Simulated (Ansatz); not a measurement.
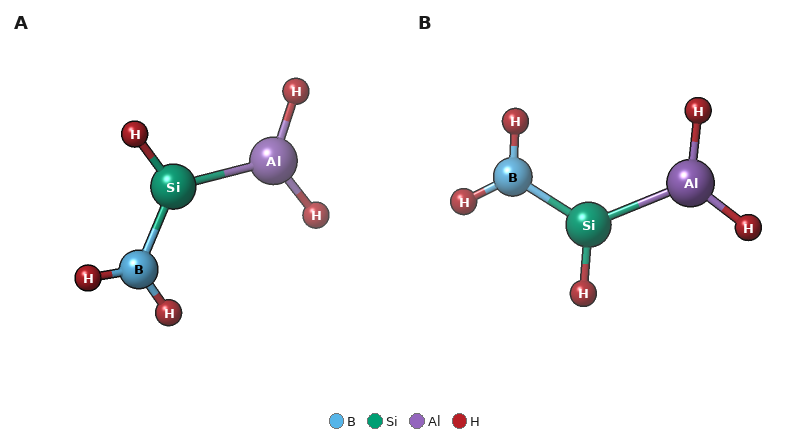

Distant atoms are faded towards the background colour. The species is neutral and a spin doublet. The computed structure is the end point of a PBE-D4/def2-SVP optimisation. No frequency run is at hand to confirm it as a minimum.

**How are A and B related: the same structure turned, mirror images, conformers, diastereomers or constitutional isomers?**

They are the same structure, AlBH5Si, seen from two directions. With point group Cs it is achiral, so its mirror image would be the same too.
